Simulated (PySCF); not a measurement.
**Si$_{2}$H$_{4}$O: property calculation**

- system: Si$_{2}$H$_{4}$O, SMILES [SiH]O[SiH3]
- method: B3LYP/pc-1, RKS (PySCF 2.14.0)

The geometry comes from this level: PBE0-D4/def2-TZVP.

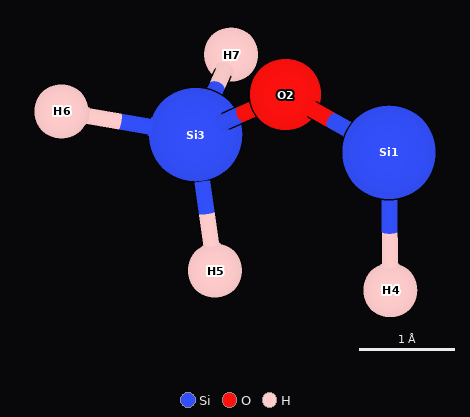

*The structure as given in the input (ball-and-stick view, seen at a tilt; atoms are numbered from 1 in the order of the input).*

Summary

```json
{"quantity": "outcome", "value": "converged"}
{"quantity": "total energy", "value": "−656.661835 hartree"}
{"quantity": "basis functions", "value": "70"}
{"quantity": "HOMO", "value": "−6.34 eV"}
{"quantity": "LUMO", "value": "−2.36 eV"}
{"quantity": "dipole moment", "value": "0.82 D"}
{"quantity": "hardware", "value": "1 thread of Arm Neoverse V1, 24 GiB of memory available, shared host"}
{"quantity": "wall time", "value": "9 s"}
{"quantity": "peak memory", "value": "0.35 GiB"}
```

The input (input.py)
```python
import numpy
from pyscf import gto, scf, dft, lo

molecule = gto.M(
    atom='''
Si      -1.691900      -1.472900      -0.230200
O       -0.369000      -0.805400       0.485100
Si       0.731600       0.414800       0.316400
H       -1.779300      -0.509900      -1.440500
H        0.446600       1.182300      -0.923400
H        0.635100       1.303800       1.499700
H        2.088200      -0.180800       0.247100
''',
    basis='pc-1',
    verbose=4,
    max_memory=1860,
)

mf = dft.RKS(molecule, xc='b3lyp')
mf.conv_tol = 1e-10
mf.grids.level = 4
mf.kernel()
if not mf.converged:
    mf = mf.newton().run(mf.mo_coeff, mf.mo_occ)

e_final = mf.e_tot
print('E(%s) = %.9f' % ('B3LYP', e_final))
dip = mf.dip_moment()
pop, q = mf.mulliken_pop()
quad = mf.quad_moment()
occ = mf.mo_coeff[:, mf.mo_occ > 0]
iaos = lo.vec_lowdin(lo.iao.iao(molecule, occ), mf.get_ovlp())
c = iaos.T @ mf.get_ovlp() @ occ
pop_iao, q_iao = scf.hf.mulliken_pop(lo.iao.reference_mol(molecule), (c * mf.mo_occ[mf.mo_occ > 0]) @ c.T, numpy.eye(c.shape[0]), verbose=0)
print('IAO charges', numpy.round(q_iao, 4))
```

Launched with:
```bash
OMP_NUM_THREADS=1 python input.py
```

Log
```
PySCF version 2.14.0

[INPUT] num. atoms = 7
[INPUT] num. electrons = 40
[INPUT] charge = 0
[INPUT] spin (= nelec alpha-beta = 2S) = 0
[INPUT] symmetry False subgroup None
[INPUT] Mole.unit = angstrom
[INPUT] Symbol           X                Y                Z      unit          X                Y                Z       unit  Magmom
[INPUT]  1 Si    -1.691900000000  -1.472900000000  -0.230200000000 AA   -3.197227630152  -2.783377608872  -0.435014953875 Bohr   0.0
[INPUT]  2 O     -0.369000000000  -0.805400000000   0.485100000000 AA   -0.697308939965  -1.521985420725   0.916706143027 Bohr   0.0
[INPUT]  3 Si     0.731600000000   0.414800000000   0.316400000000 AA    1.382523632732   0.783858396470   0.597909345812 Bohr   0.0
[INPUT]  4 H     -1.779300000000  -0.509900000000  -1.440500000000 AA   -3.362389693439  -0.963571350916  -2.722150482436 Bohr   0.0
[INPUT]  5 H      0.446600000000   1.182300000000  -0.923400000000 AA    0.843951687231   2.234223197073  -1.744973103423 Bohr   0.0
[INPUT]  6 H      0.635100000000   1.303800000000   1.499700000000 AA    1.200165061711   2.463824921208   2.834022269010 Bohr   0.0
[INPUT]  7 H      2.088200000000  -0.180800000000   0.247100000000 AA    3.946126093317  -0.341662483321   0.466951325380 Bohr   0.0

nuclear repulsion = 140.8530917589
number of shells = 17
number of NR pGTOs = 132
number of NR cGTOs = 70
basis = pc-1
ecp = {}

******** <class 'pyscf.dft.rks.RKS'> ********
method = RKS
initial guess = minao
damping factor = 0
level_shift factor = 0
DIIS = <class 'pyscf.scf.diis.CDIIS'>
diis_start_cycle = 1
diis_space = 8
diis_damp = 0
SCF conv_tol = 1e-10
SCF conv_tol_grad = None
SCF max_cycles = 50
direct_scf = True
direct_scf_tol = 1e-13
XC library pyscf.dft.libxc version 7.0.0
    S. Lehtola, C. Steigemann, M. J.T. Oliveira, and M. A.L. Marques.,  SoftwareX 7, 1–5 (2018)
XC functionals = b3lyp
    P. J. Stephens, F. J. Devlin, C. F. Chabalowski, and M. J. Frisch.,  J. Phys. Chem. 98, 11623 (1994)
radial grids:
    Treutler-Ahlrichs [JCP 102, 346 (1995); DOI:10.1063/1.469408] (M4) radial grids

becke partition: Becke, JCP 88, 2547 (1988); DOI:10.1063/1.454033
pruning grids: <function nwchem_prune>
grids dens level: 4
symmetrized grids: False
atomic radii adjust function: <function treutler_atomic_radii_adjust>
small_rho_cutoff = 0
Set gradient conv threshold to 1e-05
Initial guess from minao.
tot grids = 148928
init E= -656.651057358664
  HOMO = -0.234980069603101  LUMO = -0.113344386745782  gap/eV = 3.30988
cycle= 1 E= -656.559679951864  delta_E= 0.0914  |g|= 0.732  |ddm|= 2.36
  HOMO = -0.17148934268236  LUMO = -0.0634538445797359  gap/eV = 2.93980
cycle= 2 E= -656.115660634477  delta_E= 0.444  |g|= 1.62  |ddm|= 1.65
  HOMO = -0.228932605566624  LUMO = -0.0891723533816728  gap/eV = 3.80307
cycle= 3 E= -656.659610369568  delta_E= -0.544  |g|= 0.0826  |ddm|= 1.28
  HOMO = -0.233178037050316  LUMO = -0.0863979264812222  gap/eV = 3.99409
cycle= 4 E= -656.661573958129  delta_E= -0.00196  |g|= 0.0266  |ddm|= 0.156
  HOMO = -0.233070508591784  LUMO = -0.0867646441286829  gap/eV = 3.98119
cycle= 5 E= -656.661833493353  delta_E= -0.00026  |g|= 0.00247  |ddm|= 0.0419
  HOMO = -0.233043257776233  LUMO = -0.086940908836278  gap/eV = 3.97565
cycle= 6 E= -656.661835291343  delta_E= -1.8e-06  |g|= 0.000618  |ddm|= 0.00383
  HOMO = -0.232923064915392  LUMO = -0.0868165404114474  gap/eV = 3.97576
cycle= 7 E= -656.66183543259  delta_E= -1.41e-07  |g|= 0.000133  |ddm|= 0.00149
  HOMO = -0.232943821941391  LUMO = -0.0868360467250722  gap/eV = 3.97580
cycle= 8 E= -656.661835438464  delta_E= -5.87e-09  |g|= 2.36e-05  |ddm|= 0.000283
  HOMO = -0.232947305008258  LUMO = -0.0868385328908885  gap/eV = 3.97582
cycle= 9 E= -656.661835438582  delta_E= -1.18e-10  |g|= 5.02e-06  |ddm|= 2.44e-05
  HOMO = -0.232946863623039  LUMO = -0.086838269161742  gap/eV = 3.97582
cycle= 10 E= -656.661835438591  delta_E= -8.53e-12  |g|= 8.45e-07  |ddm|= 5.49e-06
  HOMO = -0.232946987840587  LUMO = -0.0868383583329666  gap/eV = 3.97582
```

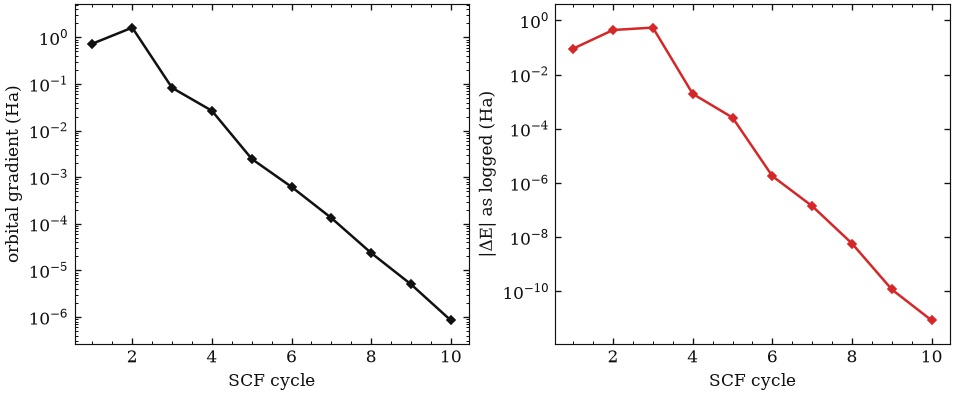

*Convergence of the self-consistent field: orbital gradient and size of the energy change against the SCF cycle.*

The residual comes down, with one marked jump up, by a factor of about 2, at step 2.

```
Extra cycle  E= -656.66183543859  delta_E= 7.96e-13  |g|= 1.25e-06  |ddm|= 2.57e-06
converged SCF energy = -656.66183543859
E(B3LYP) = -656.661835439
Dipole moment(X, Y, Z, Debye):  0.46738,  0.64111, -0.21334
 ** Mulliken pop  **
pop of  0 Si 1s           2.00022
pop of  0 Si 2s           2.00903
pop of  0 Si 3s           0.84992
pop of  0 Si 4s           0.91354
pop of  0 Si 2px          1.99076
pop of  0 Si 2py          1.99144
pop of  0 Si 2pz          1.99098
pop of  0 Si 3px          0.30058
pop of  0 Si 3py          0.42132
pop of  0 Si 3pz          0.36660
pop of  0 Si 4px          0.10079
pop of  0 Si 4py          0.25641
pop of  0 Si 4pz          0.13539
pop of  0 Si 3dxy         0.02991
pop of  0 Si 3dyz         0.03580
pop of  0 Si 3dz^2        0.02266
pop of  0 Si 3dxz         0.03047
pop of  0 Si 3dx2-y2      0.02891
pop of  1 O 1s            1.99764
pop of  1 O 2s            0.77617
pop of  1 O 3s            1.02290
pop of  1 O 2px           0.96746
pop of  1 O 2py           0.99144
pop of  1 O 2pz           1.04354
pop of  1 O 3px           0.56000
pop of  1 O 3py           0.62768
pop of  1 O 3pz           0.72963
pop of  1 O 3dxy          0.00218
pop of  1 O 3dyz          0.00121
pop of  1 O 3dz^2         0.00159
pop of  1 O 3dxz          0.00146
pop of  1 O 3dx2-y2       0.00099
pop of  2 Si 1s           2.00027
pop of  2 Si 2s           2.00817
pop of  2 Si 3s           0.70726
pop of  2 Si 4s           0.44431
pop of  2 Si 2px          1.99213
pop of  2 Si 2py          1.99198
pop of  2 Si 2pz          1.99258
pop of  2 Si 3px          0.47390
pop of  2 Si 3py          0.45452
pop of  2 Si 3pz          0.55022
pop of  2 Si 4px          0.11845
pop of  2 Si 4py          0.11198
pop of  2 Si 4pz          0.17360
pop of  2 Si 3dxy         0.05569
pop of  2 Si 3dyz         0.06420
pop of  2 Si 3dz^2        0.03829
pop of  2 Si 3dxz         0.01273
pop of  2 Si 3dx2-y2      0.04802
pop of  3 H 1s            0.78536
pop of  3 H 2s            0.40044
pop of  3 H 2px           0.00040
pop of  3 H 2py           0.00248
pop of  3 H 2pz           0.00338
pop of  4 H 1s            0.78213
pop of  4 H 2s            0.33612
pop of  4 H 2px           0.00057
pop of  4 H 2py           0.00188
pop of  4 H 2pz           0.00440
pop of  5 H 1s            0.78453
pop of  5 H 2s            0.33174
pop of  5 H 2px           0.00038
pop of  5 H 2py           0.00237
pop of  5 H 2pz           0.00402
pop of  6 H 1s            0.78451
pop of  6 H 2s            0.33161
pop of  6 H 2px           0.00510
pop of  6 H 2py           0.00121
pop of  6 H 2pz           0.00046
 ** Mulliken atomic charges  **
charge of    0Si =      0.52527
charge of    1O =     -0.72387
charge of    2Si =      0.76169
charge of    3H =     -0.19206
charge of    4H =     -0.12511
charge of    5H =     -0.12304
charge of    6H =     -0.12289
Traceless quadrupole moment (Debye*A):

IAO charges [ 0.5519 -0.8107  0.8693 -0.179  -0.148  -0.1418 -0.1416]
```

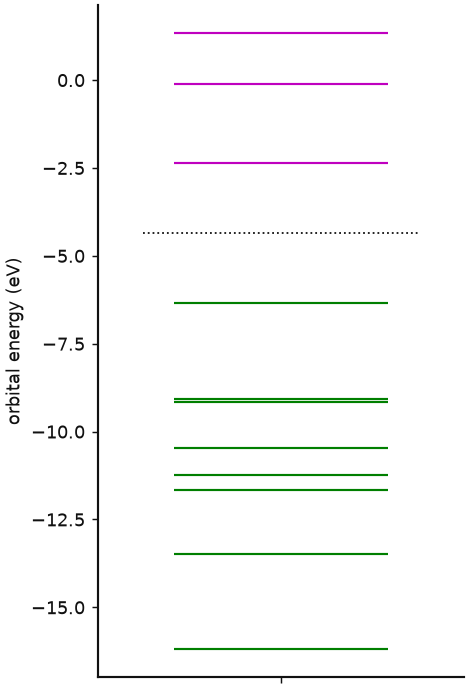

*Orbital energies near the frontier; the dotted line parts filled from empty levels, and levels within 0.02 eV of each other stand side by side.*

Highest filled −6.34 eV, lowest empty −2.36 eV, 3.98 eV apart.
